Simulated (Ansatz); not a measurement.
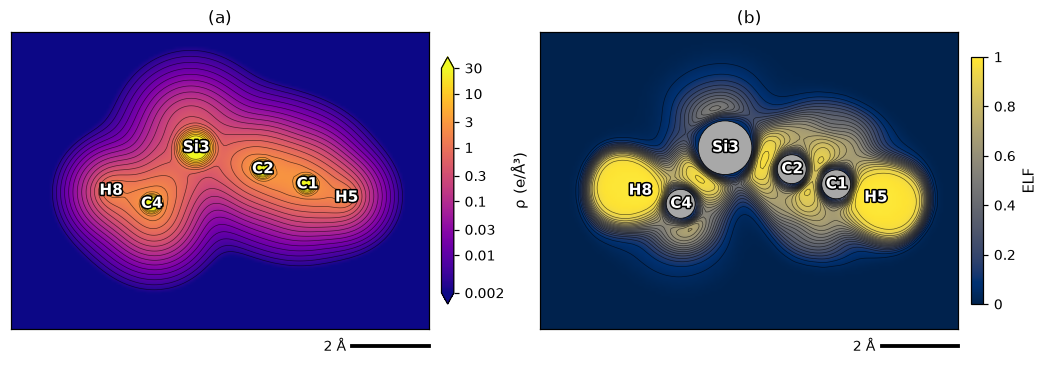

Figure 1: C₃H₆Si (SMILES C#C[SiH2]C). (a) total electron density; (b) ELF on the plane of atoms Si3, C4 and H8. Grey discs cover the atomic cores in the ELF map.

These are results of RKS LDA/def2-SVP (Ansatz), not measurements.

Input file:

```
crystal:
  periodic: [false, false, false]
  atoms:
    - { symbol: C, position_ang: [-1.4497, 1.1912, -1.8218] }
    - { symbol: C, position_ang: [-0.6244, 0.8635, -1.1026] }
    - { symbol: Si, position_ang: [0.7157, 0.2907, 0.0266] }
    - { symbol: C, position_ang: [0.2743, -1.0899, 1.1285] }
    - { symbol: H, position_ang: [-2.2735, 1.5588, -2.5018] }
    - { symbol: H, position_ang: [1.2019, 1.4405, 0.8821] }
    - { symbol: H, position_ang: [1.9408, -0.1504, -0.7631] }
    - { symbol: H, position_ang: [1.0496, -1.4076, 1.7849] }
    - { symbol: H, position_ang: [-0.6382, -0.7829, 1.8047] }
    - { symbol: H, position_ang: [-0.1134, -1.9651, 0.5654] }
basis:
  gaussian: { orbitals: def2-SVP }
hamiltonian:
  xc: lda
relax:
  f_tol: 0.015
  max_steps: 40
output:
  orbitals: {}
```

Command:

```sh
ansatz run input.yaml --threads 1 --pin off --max-ram 2048MiB --backend cpu --events-out ev --progress --plain --runs-dir out
```

The fields are those of the relaxed geometry.

Interpret the plot.

Answer. Atoms in the plane: C, Si and H. C–C (1.22 Å): ρ at the midpoint is about 2.6 e/Å³; the ELF peaks at about 0.85 between the atoms (a short, multiple covalent bond). C–Si (1.83 Å): ρ is about 0.95 e/Å³ halfway; the ELF peaks at about 0.95 between the atoms, as expected for localised, covalent bonding. C–H (1.09 Å): the density is about 1.9 e/Å³ at the midpoint; the ELF climbs to about 1 towards the hydrogen, as it does in any bond to H; an ordinary covalent bond to hydrogen.
